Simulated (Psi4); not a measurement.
# Si2NH7 (SMILES [SiH3]N[SiH3]) at OMP2/6-31G(d) (density fitting for correlation, spherical functions)

What is the vertical ionisation energy of Si2NH7 at OMP2/6-31G* (density fitting for correlation, spherical functions)? 

The results are computed with Psi4 1.11.

### 1 Starting point

Si2NH7: 10 atoms, total charge 0, spin state singlet. As SMILES, `[SiH3]N[SiH3]`. The shape is that of a PBE0-D4/def2-TZVP optimisation.

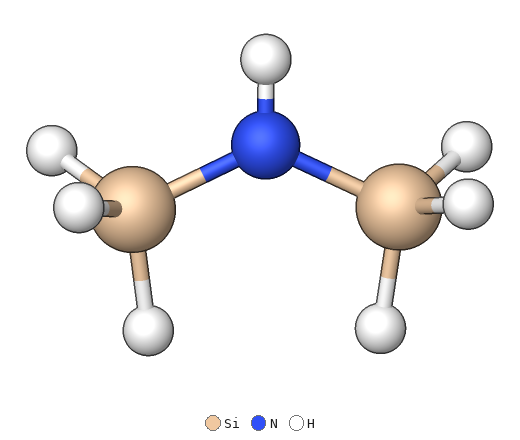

Viewed from a chosen angle; silicon light orange, nitrogen blue, hydrogen white.

### 2 A single-point energy at OMP2/6-31G(d) (density fitting for correlation, spherical functions)

calc.py

```python
import psi4

psi4.set_memory(2200000000)
psi4.set_num_threads(1)
psi4.core.set_output_file('output.dat', False)

molecule = psi4.geometry("""
0 1
Si    -1.97060640     1.43314940    -1.66294009
N      0.22674824     0.94563785     0.69668533
Si     1.88184597    -1.76738526     1.42748022
H     -2.59574670    -1.07196604    -2.75567422
H     -1.00586342     3.10927978    -3.70875759
H     -4.29776633     2.63344674    -0.63577946
H      0.68406196     2.48931733     1.72520657
H      0.76172970    -3.85936877    -0.06564909
H      1.69553787    -2.34896737     4.17312000
H      4.62005912    -1.56314366     0.80630834
units bohr
symmetry c1
""")

options = {'basis': '6-31G*', 'reference': 'rhf', 'puream': True, 'e_convergence': 1e-09, 'd_convergence': 1e-08, 'scf_type': 'pk', 'num_frozen_docc': 11}
psi4.set_options(options)

E = psi4.energy('omp2')
print('E =', round(E, 9))
for k, v in sorted(psi4.core.scalar_variables().items()):
    print(f'{k:45s} {v:18.10f}')
```

The run is started by

```bash
$ python calc.py
```

output.dat:

```text
[...]
  Running in c1 symmetry.
[...]
  Nuclear repulsion =  156.903590362256068
[...]
  Multiplicity = 1
[...]
  Nalpha       = 21
  Nbeta        = 21
[...]
    Number of basis functions: 64
[...]
   @RHF iter   1:  -636.28491876437647   -6.97518e-01   6.44471e-03 ADIIS/DIIS
[...]
   @RHF iter  10:  -636.38454101624416   -4.54747e-12   5.65121e-09 DIIS
[...]
    Orbital Energies [Eh]
    ---------------------
    Doubly Occupied:
       1A    -68.772941     2A    -68.772937     3A    -15.539028
       4A     -6.132508     5A     -6.132506     6A     -4.238600
       7A     -4.238580     8A     -4.238238     9A     -4.238203
      10A     -4.237797    11A     -4.237789    12A     -1.134690
      13A     -0.737907    14A     -0.714663    15A     -0.604563
      16A     -0.528840    17A     -0.518394    18A     -0.483492
      19A     -0.476039    20A     -0.466589    21A     -0.391350
[...]
  @RHF Final Energy:  -636.38454101624416
   => Energetics <=
    Nuclear Repulsion Energy =            156.9035903622560681
    One-Electron Energy =               -1192.9049501285749102
    Two-Electron Energy =                 399.6168187500746285
    Total Energy =                       -636.3845410162441567
[...]
 Multipole Moments:
 ------------------------------------------------------------------------------------
     Multipole            Electronic (a.u.)      Nuclear  (a.u.)        Total (a.u.)
 ------------------------------------------------------------------------------------
 L = 1.  Multiply by 2.5417464519 to convert [e a0] to [Debye]
 Dipole X            :          0.1910351           -0.0949108            0.0961244
 Dipole Y            :          0.7635180           -0.4571995            0.3063185
 Dipole Z            :          0.5526868           -0.3552558            0.1974310
 Magnitude           :                                                    0.3768951
[...]
	Warning: cc_lambda option is changed to TRUE
	For this residual convergence, default PCG convergence is:     1.00e-07
[...]
	DF-MP2 Total Energy (a.u.)         :  -636.70277972960116
[...]
	DF-MP2 Total Energy (a.u.)         :  -636.70670926612968
[...]
	DF-OMP2 Total Energy (a.u.)        :  -636.70670926613161
[...]
```

Standard output:

```text
E = -636.706709266
CURRENT CORRELATION ENERGY                         -0.3221682499
CURRENT ENERGY                                   -636.7067092661
CURRENT REFERENCE ENERGY                         -636.3845410162
DD SOLVATION ENERGY                                 0.0000000000
HF KINETIC ENERGY                                 636.5335521921
HF POTENTIAL ENERGY                             -1272.9180932083
HF TOTAL ENERGY                                  -636.3845410162
HF VIRIAL RATIO                                     1.9997659021
MP2 CORRELATION ENERGY                             -0.3182387134
MP2 DOUBLES ENERGY                                 -0.3182387134
MP2 SINGLES ENERGY                                  0.0000000000
MP2 TOTAL ENERGY                                 -636.7027797296
NUCLEAR REPULSION ENERGY                          156.9035903623
OMP2 CORRELATION ENERGY                            -0.3221682499
OMP2 REFERENCE CORRECTION ENERGY                    0.0041063569
OMP2 TOTAL ENERGY                                -636.7067092661
ONE-ELECTRON ENERGY                             -1192.9049501286
PCM POLARIZATION ENERGY                             0.0000000000
PE ENERGY                                           0.0000000000
SCF ITERATION ENERGY                             -636.3845410162
SCF ITERATIONS                                     10.0000000000
SCF TOTAL ENERGY                                 -636.3845410162
SCS(N)-MP2 CORRELATION ENERGY                     636.3845410162
SCS(N)-MP2 TOTAL ENERGY                             0.0000000000
SCS(N)-OMP2 CORRELATION ENERGY                    636.3845410162
SCS(N)-OMP2 TOTAL ENERGY                            0.0000000000
SCS-MP2 CORRELATION ENERGY                        636.3845410162
SCS-MP2 TOTAL ENERGY                                0.0000000000
SCS-OMP2 CORRELATION ENERGY                       636.3845410162
SCS-OMP2 TOTAL ENERGY                               0.0000000000
SOS-MP2 CORRELATION ENERGY                        636.3845410162
SOS-MP2 TOTAL ENERGY                                0.0000000000
SOS-OMP2 CORRELATION ENERGY                       636.3845410162
SOS-OMP2 TOTAL ENERGY                               0.0000000000
TWO-ELECTRON ENERGY                               399.6168187501
```

It took 14 s on 1 thread of Intel Xeon at 2.70GHz, shared host; peak memory 0.26 GiB.

### 3 The doublet cation

run.py

```python
import psi4

psi4.set_memory(2200000000)
psi4.set_num_threads(1)
psi4.set_output_file('h7nsi2.out', False)

mol = psi4.geometry("""
1 2
Si    -1.97060640     1.43314940    -1.66294009
N      0.22674824     0.94563785     0.69668533
Si     1.88184597    -1.76738526     1.42748022
H     -2.59574670    -1.07196604    -2.75567422
H     -1.00586342     3.10927978    -3.70875759
H     -4.29776633     2.63344674    -0.63577946
H      0.68406196     2.48931733     1.72520657
H      0.76172970    -3.85936877    -0.06564909
H      1.69553787    -2.34896737     4.17312000
H      4.62005912    -1.56314366     0.80630834
units au
symmetry c1
no_reorient
no_com
""")

psi4.set_options({
    'reference': 'uhf',
    'puream': True,
    'e_convergence': 1e-09,
    'd_convergence': 1e-08,
    'scf_type': 'pk',
    'num_frozen_docc': 11,
    'maxiter': 100,
})

result = psi4.energy('omp2/6-31G*')
print('E =', round(result, 9))
```

The run is started by

```bash
$ python run.py
```

h7nsi2.out:

```text
[...]
  Running in c1 symmetry.
[...]
  Nuclear repulsion =  156.903590362256068
[...]
  Multiplicity = 2
[...]
  Nalpha       = 21
  Nbeta        = 20
[...]
    Number of basis functions: 64
[...]
   @UHF iter   1:  -635.94454142552922   -3.57141e-01   4.73163e-03 DIIS/ADIIS
[...]
   @UHF iter  15:  -636.06639862981604   -2.84217e-12   6.34175e-09 DIIS
[...]
   @S^2 Observed:                7.641171652E-01
[...]
    Orbital Energies [Eh]
    ---------------------
    Alpha Occupied:
       1A    -68.984320     2A    -68.984316     3A    -15.914696
       4A     -6.349452     5A     -6.349450     6A     -4.455955
       7A     -4.455942     8A     -4.453816     9A     -4.453813
      10A     -4.453566    11A     -4.453557    12A     -1.516159
      13A     -1.010584    14A     -1.010203    15A     -0.884688
      16A     -0.854777    17A     -0.801443    18A     -0.688779
      19A     -0.685343    20A     -0.667093    21A     -0.665575
    Alpha Virtual:
      22A     -0.081599    23A     -0.020791    24A     -0.011324
      25A      0.002454    26A      0.005592    27A      0.027508
[...]
  @UHF Final Energy:  -636.06639862981604
   => Energetics <=
    Nuclear Repulsion Energy =            156.9035903622560681
    One-Electron Energy =               -1182.8578074266629301
    Two-Electron Energy =                 389.8878184345907130
    Total Energy =                       -636.0663986298160353
  UHF NO Occupations:
  HONO-2 :   19  A 1.9976936
  HONO-1 :   20  A 1.9974119
[...]
 Multipole Moments:
 ------------------------------------------------------------------------------------
     Multipole            Electronic (a.u.)      Nuclear  (a.u.)        Total (a.u.)
 ------------------------------------------------------------------------------------
 L = 1.  Multiply by 2.5417464519 to convert [e a0] to [Debye]
 Dipole X            :          0.0504245            0.2066039            0.2570283
 Dipole Y            :         -0.5143493            1.3287609            0.8144116
 Dipole Z            :         -0.5960320            1.1191337            0.5231017
 Magnitude           :                                                    1.0014815
[...]
	Warning: cc_lambda option is changed to TRUE
	For this residual convergence, default PCG convergence is:     1.00e-07
[...]
	DF-SCS-MP2 Total Energy (a.u.)     :  -636.35694569487441
	DF-SOS-MP2 Total Energy (a.u.)     :  -636.36111544049959
[...]
	DF-SCS-OMP2 Total Energy (a.u.)    :  -636.36502507519879
	DF-SOS-OMP2 Total Energy (a.u.)    :  -636.34323557909954
	DF-SCS(N)-OMP2 Total Energy (a.u.) :  -636.16490516403474
[...]
	DF-OMP2 Total Energy (a.u.)        :  -636.35970757492805
[...]
```

On the terminal:

```text
E = -636.359707575
```

Run time: 32 s. Hardware: 1 thread of Intel Xeon at 2.70GHz, shared host; peak memory 0.26 GiB.

### 4 What came out

Level: OMP2/6-31G* (density fitting for correlation, spherical functions), 11 core orbitals frozen.

| quantity | value |
| --- | --- |
| singlet Si2NH7: total energy | -636.70671 Eh |
| singlet Si2NH7: HOMO energy (Hartree–Fock orbitals) | -10.65 eV |
| singlet Si2NH7: LUMO energy (Hartree–Fock orbitals) | 3.56 eV |
| singlet Si2NH7: HOMO–LUMO gap (Hartree–Fock orbitals) | 14.21 eV |
| singlet Si2NH7: correlation energy (11 core orbitals frozen) | -322.2 mEh |
| doublet cation: total energy | -636.35971 Eh |
| doublet cation: HOMO energy (Hartree–Fock orbitals) (highest over α and β) | -17.99 eV |
| doublet cation: LUMO energy (Hartree–Fock orbitals) (lowest over α and β) | -6.77 eV |
| doublet cation: correlation energy (11 core orbitals frozen) | -293.3 mEh |
| doublet cation: ⟨S²⟩ of the reference determinant | 0.764 |
| vertical ionisation energy (to the doublet cation) | 9.442 eV |

In words: Removing an electron at fixed nuclei costs 9.44 eV (911 kJ/mol).
